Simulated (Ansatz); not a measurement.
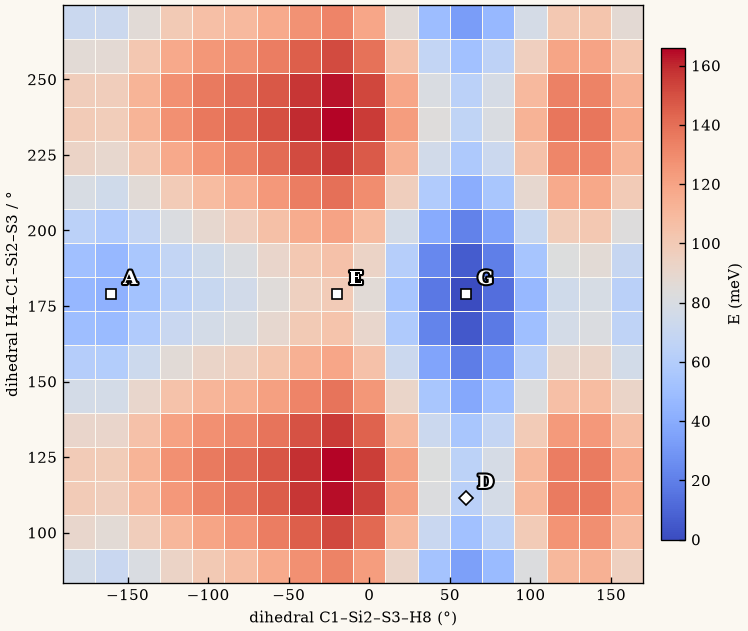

CH5SSi, SMILES C[SiH]S, spin multiplicity 2. First axis: dihedral C1–Si2–S3–H8. Second axis: dihedral H4–C1–Si2–S3. Nothing is relaxed (all other coordinates rigid). Grid: 18 × 17 points. Points are written as (first, second). Energies are in meV, from the lowest grid point. Level of theory: UHF/def2-TZVP (Ansatz).

In the figure: one coloured cell a grid point, lettered points.

Q: Rank the lettered points by energy, lowest first.

A: G (0 meV), A (42 meV), D (63 meV), E (99 meV).

Q: What kind of point is each of A, E, G: minimum, saddle, maximum or slope?

A: A: minimum; E: saddle point; G: minimum. (In these two coordinates alone; a stationary point may lie a little off the grid point.)
